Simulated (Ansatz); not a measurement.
**Abstraction of F: InHF2 + GeF3 → InHF + GeF4**

Species: InHF2 `[F][InH][F]`, singlet; GeF3 `[F][Ge]([F])[F]`, doublet; InHF `[F][InH]`, doublet; GeF4 `[F][Ge]([F])([F])[F]`, singlet. A radical takes F: the energy is the difference in strength between the In–F bond broken and the Ge–F bond made.

Shapes, held fixed at every level: PBE0-D4/def2-TZVP. Programs: Ansatz 0.2.0. The zero-point and thermal change to 298 K, harmonic and unscaled (PBE0-D4/def2-TZVP), is -1.2 kJ/mol.

```csv
level,kind,ΔH(298 K) (kJ/mol),less CCSD(T)/def2-TZVPP,CPU time (sum over the molecules)
HF/def2-TZVPP,Hartree–Fock,-84.4,-4.8,–
PBE-D4/def2-TZVPP,GGA,-50.6,+29.0,15 s
r2SCAN-D4/def2-TZVPP,meta-GGA,-64.0,+15.6,30 s
r2SCAN0-D4/def2-TZVPP,global hybrid,-73.7,+5.9,31 s
B2PLYP/def2-TZVPP,double hybrid,-66.6,+13.0,29 s
CCSD/def2-TZVPP,coupled cluster or CI,-82.7,-3.1,–
CCSD(T)/def2-TZVPP,coupled cluster or CI,-79.6,0.0,2.4 min
```

The highest level, CCSD(T)/def2-TZVPP, gives ΔH(298 K) = -79.6 kJ/mol; the levels span -84.4 to -50.6. The column of differences is taken from that level and isn't an error. No measured value is set beside it here. Open shells run unrestricted unless RO is named. For atoms past krypton def2 sets carry core potentials with scalar relativity. Relativity is left out for Ge unless named. Correlated rows may include outer-core shells of Ge, In, which these sets cover unevenly. Times are processor times on shared x86 and Arm servers, and rough.

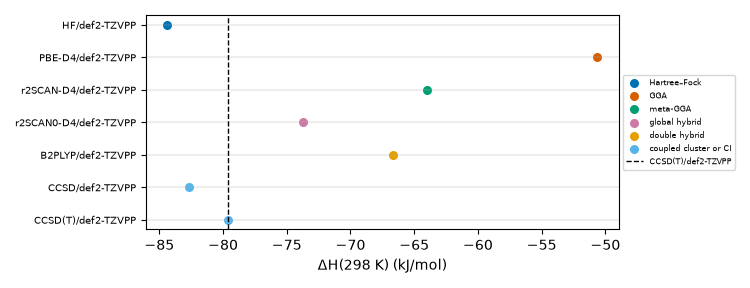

The values of the table, level by level.
